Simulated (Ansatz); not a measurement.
```xyz
5
Lattice="2.9738 0.0000 0.0000 -1.4869 2.5754 0.0000 0.0000 0.0000 6.6972" Properties=species:S:1:pos:R:3 pbc="T T T"
Ti    1.4869    0.8585    1.4109
B     0.0000    1.7169    6.1397
Mo    0.0000    0.0000    4.2783
C     0.0000    0.0000    2.3696
C     1.4869    0.8585    5.8929
```

Space group P3m1; a structure generated by program, which may or may not match a known phase; computed without spin polarisation.

Method: DFT PBE, scalar-relativistic, plane waves, PAW (Ansatz 0.2.0).

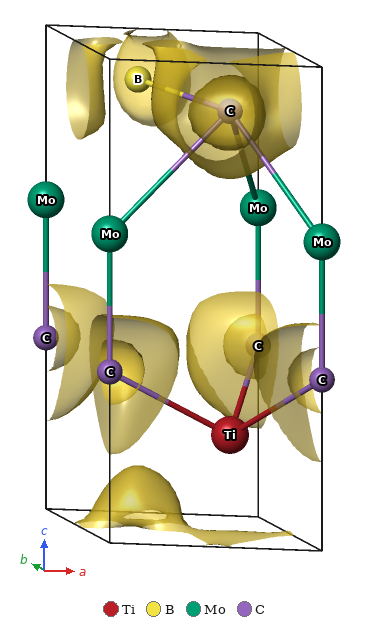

TiBMoC$_{2}$. Isosurface of the electron localisation function at 0.65 (yellow), seen slightly off an axis. Core shells and regions of very low density are left out. Sticks mark near contacts.

> What do the ELF domains correspond to?

At this value the surface marks out one region wrapped around C (its valence shell) and sheets that run through the cell in two directions, counted in one cell of 5 atoms. Regions shared between cells count once.

Values along the shortest contacts:
B–C (1.73 Å): the ELF peaks at about 0.90 between the atoms. Mo–C (1.91 Å): the ELF peaks at about 0.80 in the valence shell of C, 0.6 Å from its nucleus, and drops to about 0.45 between the two atoms.
